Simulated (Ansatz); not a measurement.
The starting structures come from a database of crystals and need not be the phases stable at ambient conditions.

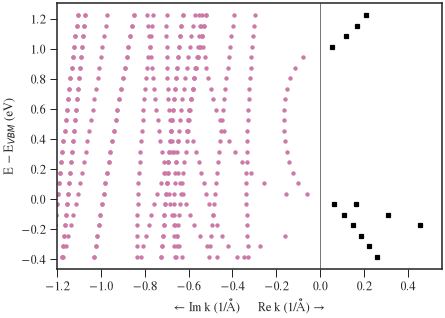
*Complex bands at the centre of the two-dimensional zone; r2SCAN run with Ansatz (a program for electronic structure)*

No gap correction and no spin-orbit coupling; mid-gap values are interpolated between computed energies.

### Question
This is KTe (P6_3/mmc, not sure to be the ambient phase, 8 atoms a cell, 42.1 Å³ an atom) along the normal of (100). Read off the slowest decay at the centre of the two-dimensional zone at 0.53 eV, the computed energy nearest the middle of the gap.

### Answer
κ ≈ 0.17 1/Å, a decay length 1/(2κ) of the density of 3.0 Å.
